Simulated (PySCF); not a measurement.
# ClF₃: relaxation and vibrations of the triplet

The task is one start of a wider search on ClF₃: the triplet, from a T-shaped start. It is relaxed, tested by its Hessian and followed downhill if it is a saddle.

Program: PySCF 2.14.0. Level of theory: B3LYP, basis Cl def2-TZVP, F def2-TZVP, no relativity, density fitting. These are calculated values, not measurements.

## (1) The system as given

4 atoms, charge 0, spin multiplicity 3.

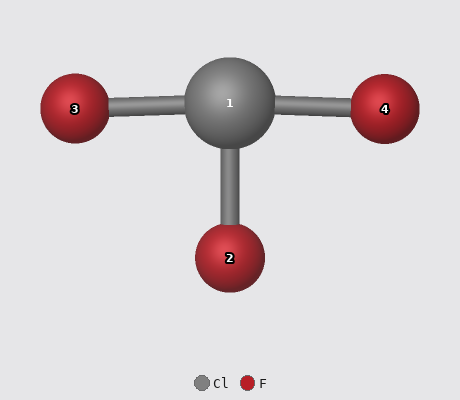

Start geometry, drawn with chlorine grey, fluorine red; atoms are numbered from 1 in the order of the file.

Coordinates in bohr (charge 0 multiplicity 3):
```
Cl    0.0000    0.0000    0.0000
F     0.0000    0.0000    3.0803
F     3.0784    0.0000    0.1075
F    -3.0784    0.0000    0.1075
```

## (2) The SCF at the typed geometry

The steps below are one call of a driver around PySCF. For each, scf.py gives the equivalent set-up of the SCF; relaxations use the driver's own optimiser. After this first run the driver tries any further starts and a stability analysis.

scf.py

```python
from pyscf import gto, scf, dft
mol = gto.M(atom='''
Cl     0.000000     0.000000     0.000000
F      0.000000     0.000000     1.630000
F      1.629000     0.000000     0.056900
F     -1.629000     0.000000     0.056900''',
    basis={'Cl': 'def2-TZVP', 'F': 'def2-TZVP'},
    charge=0, spin=2)
mf = dft.UKS(mol, xc='B3LYP')
mf.grids.atom_grid = (50, 194)
aux = {'Cl': 'def2-universal-JKFIT', 'F': 'def2-universal-JKFIT'}
mf = mf.density_fit(auxbasis=aux)
mf.conv_tol = 1e-08
mf.diis_space = 10
mf.max_cycle = 60
mf.init_guess = 'minao'
mf.verbose = 4
mf.kernel()
```

Launch:

```bash
$ OMP_NUM_THREADS=4 python axn.py task.json out
```

The runs that follow: T-shaped start, triplet: relaxation; Vibrations and properties at this point; Downhill along the imaginary mode; Frequencies.

Before running it: what results should come out? Wanted: minimum; geometry; wavenumbers; dipole moment; highest occupied, lowest empty level; polar-tensor charge of Cl1; zero-point energy; atomisation energy; ⟨S²⟩.

As calculated:

```
                                          quantity                                                              value
                                           minimum                                                        triplet, Cs
                                          geometry  Cl–F 1.703 Å (×2), Cl–F 2.126 Å; F–Cl–F 93.3° (×2), F–Cl–F 155.3°
                                wavenumbers (cm⁻¹)       123 (a''), 195 (a'), 266 (a'), 329 (a'), 558 (a'), 594 (a'')
                                     dipole moment                                                             2.07 D
highest occupied, lowest empty level (either spin)                                                    -9.82, -7.11 eV
                        polar-tensor charge of Cl1                                                            +1.03 e
                                 zero-point energy                                                        12.4 kJ/mol
                               entropy at 298.15 K                                                    319.9 J/(mol K)
         atomisation energy (no zero-point energy)                                                         383 kJ/mol
                                              ⟨S²⟩                                                              2.010
```

From C2v at the start the molecule goes to a Cs minimum, after a stop at a saddle point 9.6 kJ/mol higher, from which it was pushed off along an imaginary mode. The strongest infrared band lies at 594 cm⁻¹ (a'', stretch). Only this shape and spin were tried, so other structures or states may lie lower.
